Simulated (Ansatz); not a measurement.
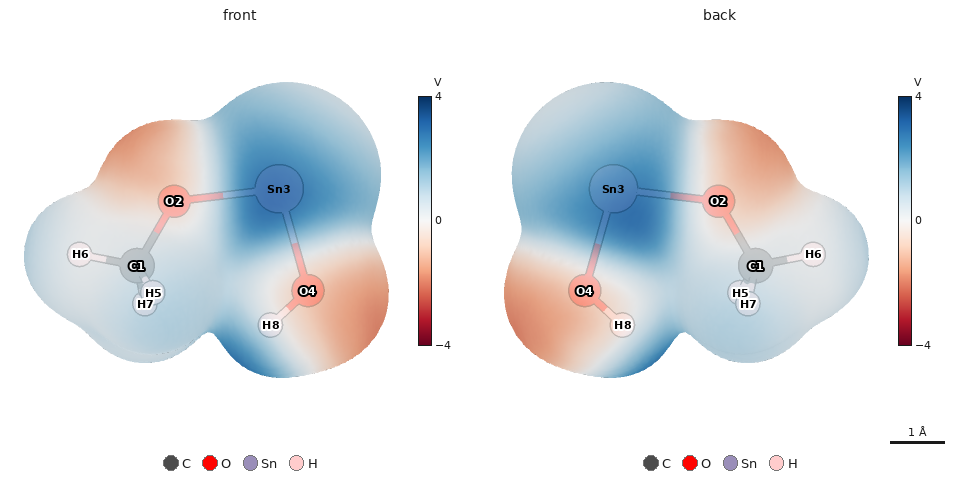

*CH4O2Sn (SMILES C[O][Sn][OH]). The electrostatic potential painted on the density surface at 0.004 e/bohr³, seen from the front and from behind; the colour scale runs from red (negative) to blue (positive).*

Geometry: PBE0-D4/def2-TZVP; core potentials replace the inner electrons of Sn.

All numbers below come from RKS PBE0-D4/def2-TZVPP (Ansatz).

```xyz
8

C    -0.2638    1.0049    0.0691
O     0.8555    0.5159    0.7522
Sn    1.5424   -1.3432    0.7446
O     0.1924   -2.1465   -0.4610
H    -1.1942    0.5095    0.3804
H    -0.3759    2.0731    0.2807
H    -0.1713    0.8942   -1.0204
H    -0.4928   -1.5649   -0.8015
```

> Which sites attract a positive test charge, and which a negative one?

A positive charge is drawn to the negative regions and a negative charge to the positive ones. The most negative region (about −1.9 V) lies over O4, the most positive (about +3.0 V) over Sn3. O4 is the likeliest acceptor of a hydrogen bond.
